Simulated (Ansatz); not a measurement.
**Fields on a plane of NaGa4 (space group I4/mmm)**

```
NaGa4
1.0
   -2.06135     2.06135     5.50309
    2.06135    -2.06135     5.50309
    2.06135     2.06135    -5.50309
Na Ga
1 4
Cartesian
  0.00000   0.00000   0.00000
  0.00000   2.06135   2.75154
  2.06135   0.00000   2.75154
  0.00000   0.00000   4.28979
  0.00000   0.00000   6.71639
```

The slice is a (1 0 -1) plane (indices of the conventional cell) through the point (0.250, 0.750, 0.500) (fractional), spanned by u = [101] and v = [121] in vectors of this cell: u (4.12 Å) and v (11.75 Å, at 90° to u). It covers one period; positions are fractions (u, v).

Atoms on it: Ga at (0.00, 0.00); Ga at (0.50, 0.50). Other atoms lie within 1 Å of the plane.

Calculation: LDA (plane waves to 420 eV, PAW, scalar-relativistic; Ansatz, a first-principles code). k mesh 16×16×16. Near the nuclei the fields are pseudised (PAW); where an atom keeps semicore shells as valence, they peak there. NaGa4 was relaxed with its symmetry unable to fall.

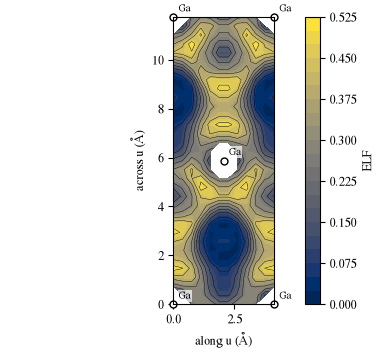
Figure. Electron localisation function (ELF), one period of the plane, atoms marked. Points within 0.5 Å of a nucleus are left white, as the pseudised field means little there.

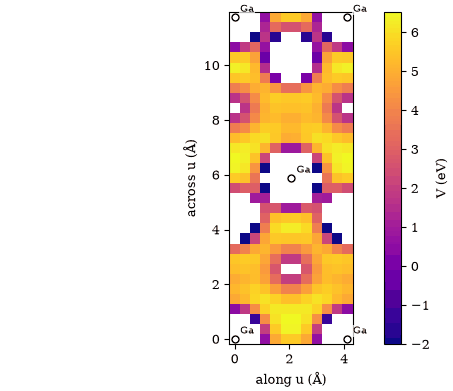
Fig. 1. Electrostatic potential energy of an electron, from the cell's mean, in eV, one period of the plane, atoms marked. Points within 1 Å of a nucleus are left white, as the pseudised field means little there. Values under -2 eV are set to -2. The zero, the cell's mean, hangs on the PAW cores.
